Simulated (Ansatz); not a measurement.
Pressure series in Cu2Se

Base system: Cu$_{2}$Se in the anti-fluorite structure (space group Fm-3m, No. 225; a cell from a computed database, its experimental status unchecked).

```
Cu2Se
1.0
    0.00000     2.85930     2.85930
    2.85930     0.00000     2.85930
    2.85930     2.85930     0.00000
Cu Se
2 1
Cartesian
  4.28895   4.28895   4.28895
  1.42965   1.42965   1.42965
  0.00000   0.00000   0.00000
```

Cell and atoms are relaxed at each pressure.

Calculations: Kohn–Sham DFT with the PBEsol functional, run in Ansatz (an electronic-structure program) with PAW and 420 eV plane waves, no SOC.

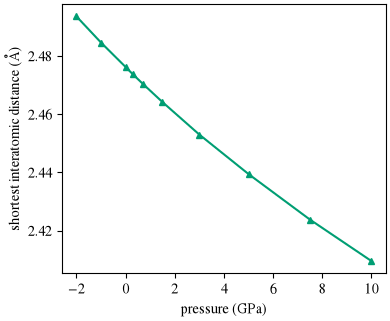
Figure. Shortest interatomic distance against pressure

Q: From the plot, what is the shortest interatomic distance for pressure −1 GPa?

A: About 2.485 Å.

Q: Is the trend monotonic over the range shown?

A: Yes, it falls throughout, spanning 2.410 Å to 2.494 Å.

Load acts through the strain it causes; cell and atoms are relaxed under it. Stability against distortions was not tested. Competing high-pressure phases were not computed. The final runs are not spin-polarised.
